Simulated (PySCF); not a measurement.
SMILES [OH2]->[Mn+2](<-[OH2])(<-[OH2])(<-[OH2])(<-[OH2])<-[OH2] (H12MnO6 (cation, charge +2)), multiplicity 6 at its GFN2-xTB optimised geometry (Å):

```
19

Mn    -0.0084    -0.0130     0.0000
O      0.2753    -0.6023    -2.2337
H      0.1181    -1.4781    -2.6060
H      0.7001    -0.0872    -2.9297
O      0.0934     2.3121     0.0000
H     -0.0811     2.9101    -0.7361
H      0.1805     2.8685     0.7831
O      2.3194    -0.0130     0.0000
H      2.8791     0.7724     0.0114
H      2.9091    -0.7608    -0.1519
O     -2.2503     0.3681    -0.4972
H     -2.6610     0.2420    -1.3607
H     -2.9091     0.8097     0.0515
O     -0.5993    -2.2266     0.4064
H     -0.0703    -2.9101     0.8343
H     -1.4837    -2.5973     0.3024
O      0.1104     0.0889     2.3220
H     -0.6034    -0.0476     2.9560
H      0.9232     0.1367     2.8390
```

Level of theory: PySCF 2.14.0 with unrestricted CAM-B3LYP/def2-SVP. Cells within 0.4 Å of a nucleus heavier than hydrogen are left out (blank, or x).

Map of the spin density (e/bohr³), clipped to [-0.05, 0.10] on the plane z = 0.0 Å:

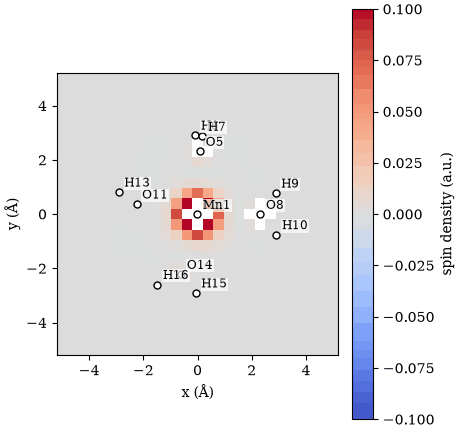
Fig. 1. Spin density (e/bohr³), clipped to [-0.05, 0.10] on the plane z = 0.0 Å.
